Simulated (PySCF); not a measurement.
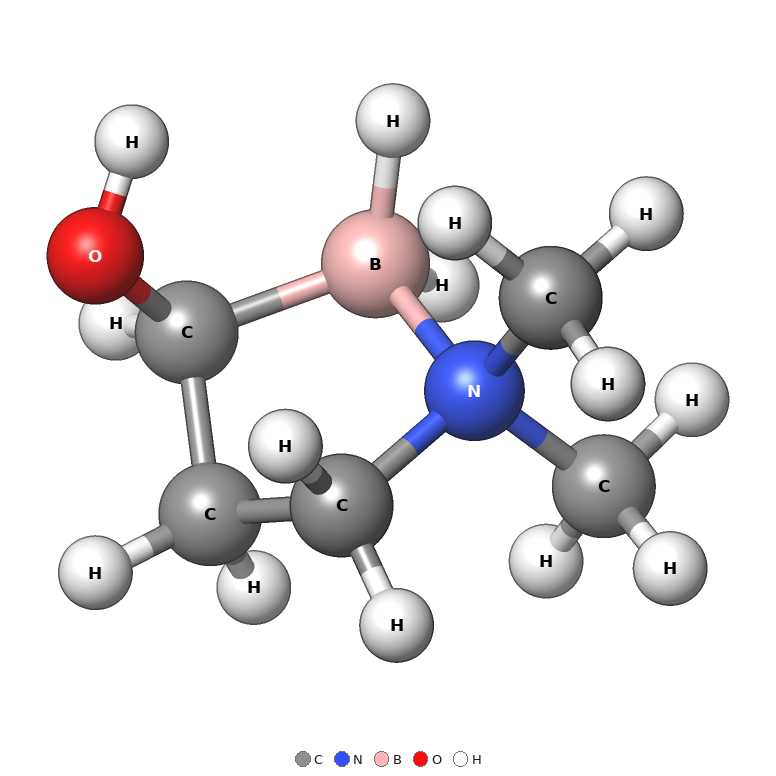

A ball-and-stick model of a molecule. Every bond is drawn as one stick, whatever its order.

The computed structure is the end point of a PBE0-D3(BJ)/def2-SVP optimisation. No frequency run is at hand to confirm it as a minimum.

Which formula does it have?

C₅H₁₄BNO, 22 atoms: 5 carbon, 14 hydrogen, 1 boron, 1 nitrogen and 1 oxygen.

Describe its rings.

Independent rings (smallest set): 1 of 5 members.

Name functional groups in it.

Among them: alcohol, B–H bond.

Write the SMILES.

C[N+]1(C)[BH2-][C@H](O)CC1

The parts below concern this one geometry. Atoms keep their numbers from picture to picture.

## Geometry

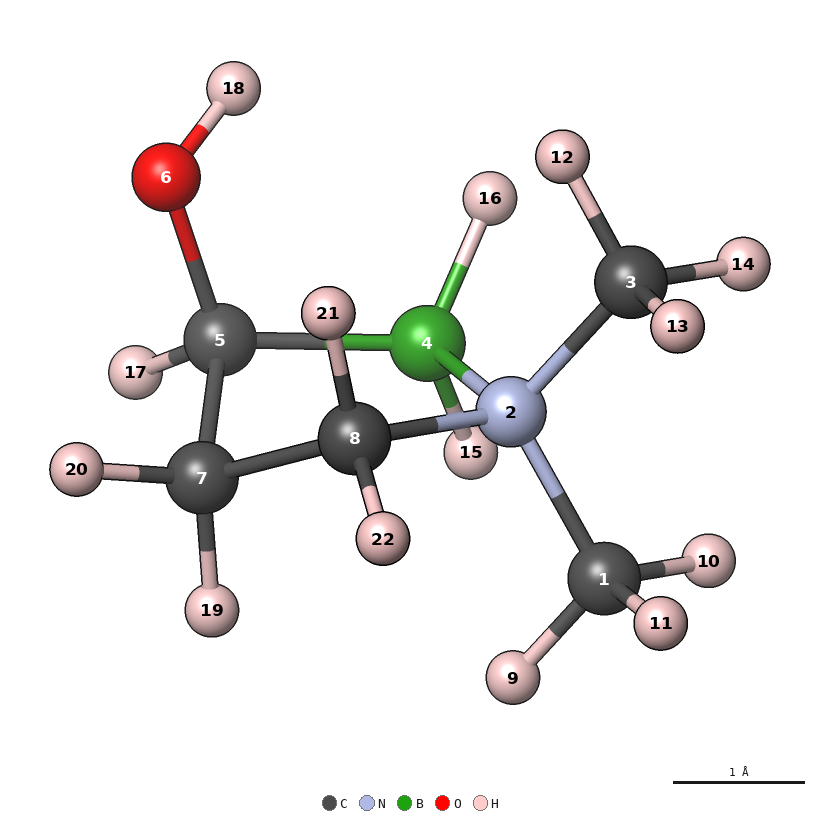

Atoms carry their numbers in the input. No frequency run is at hand to confirm it as a minimum.

List the bonds and their lengths. Leave out bonds to hydrogen.

| bond | length (Å) | order |
| --- | --- | --- |
| C1–N2 | 1.471 | single |
| N2–C3 | 1.469 | single |
| N2–B4 | 1.686 | single |
| N2–C8 | 1.497 | single |
| B4–C5 | 1.617 | single |
| C5–O6 | 1.430 | single |
| C5–C7 | 1.524 | single |
| C7–C8 | 1.515 | single |

## Ring current

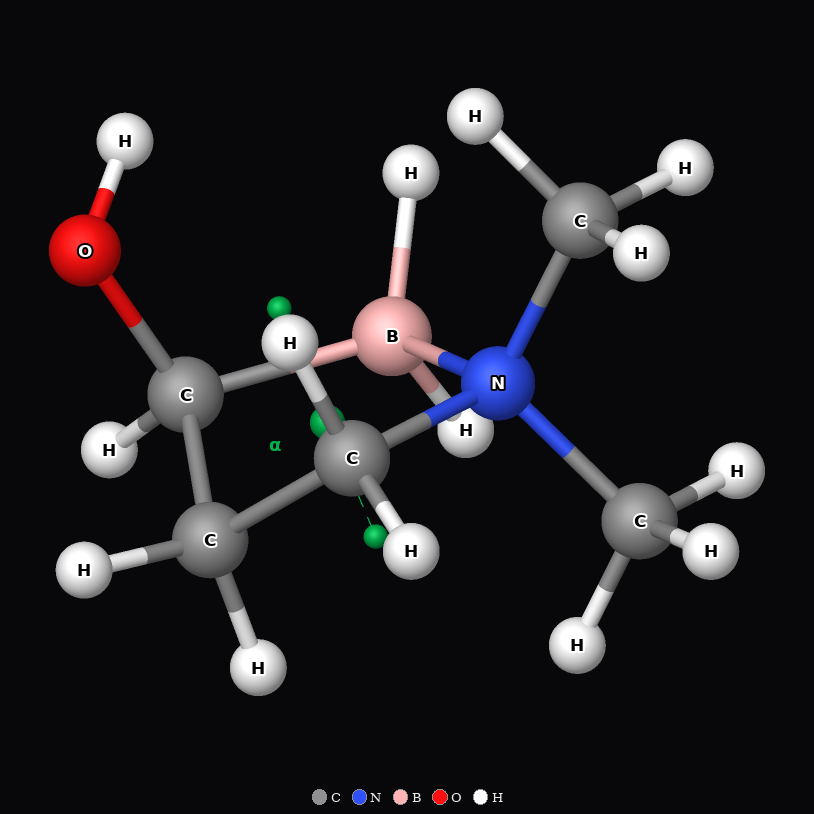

The small points mark where nucleus-independent chemical shifts (NICS) were computed: at the centre of each lettered ring and 1 Å above and below it. No frequency run is at hand to confirm it as a minimum. Method: GIAO PBE0/pcSseg-1 NMR shielding, non-relativistic, IEF-PCM dimethylsulfoxide (PySCF 2.14.0).

Give NICS(0), NICS(1) and the out-of-plane component NICS(1)zz for each ring (means of the two sides).

```json
{"ring": "α", "members": "C3BN", "NICS(0)": "−5.0", "NICS(1)": "−3.2", "NICS(1)zz": "−2.2"}
```

Values in ppm.

What do the values say about the ring currents?

Ring α: weak, as in a non-aromatic ring. NICS is one index among several.

## NMR shielding

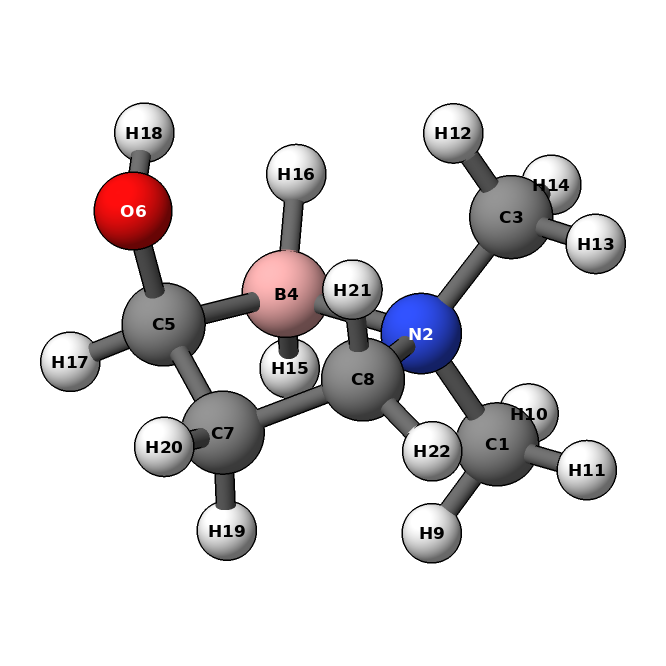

No frequency run is at hand to confirm it as a minimum. Method: GIAO WP04/pcSseg-1 NMR shielding, non-relativistic, gas phase (PySCF 2.14.0). Principal shieldings σ11 ≤ σ22 ≤ σ33, span Ω = σ33 − σ11, skew κ = 3(σiso − σ22)/Ω.

Give the shielding tensors of the B atoms.

| atom | σ11 | σ22 | σ33 | σiso | Ω | κ |
| --- | --- | --- | --- | --- | --- | --- |
| B4 | 75.0 | 90.2 | 115.5 | 93.6 | 40.4 | 0.25 |

Shieldings and span in ppm.

## Dipole moment

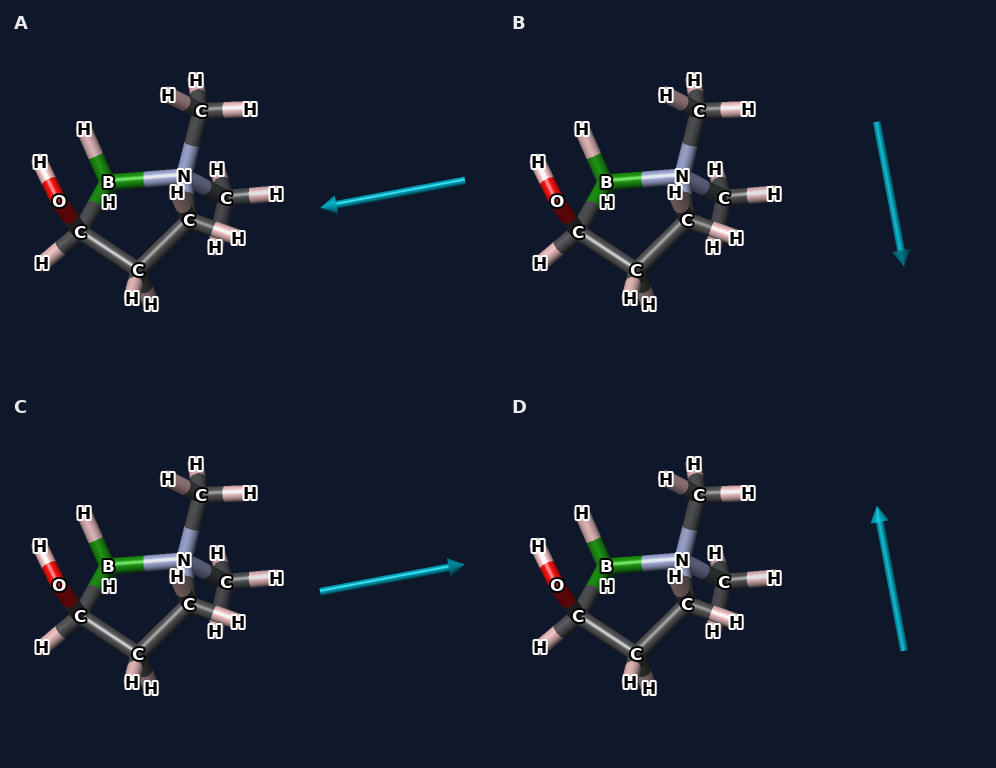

The same molecule four times, each with an arrow. No frequency run is at hand to confirm it as a minimum. Level of theory: PBE0/pcSseg-1 in dimethylsulfoxide (IEF-PCM) (PySCF 2.14.0).

Which arrow points along the dipole moment, from the negative to the positive end?

C. The dipole moment is 5.72 D.
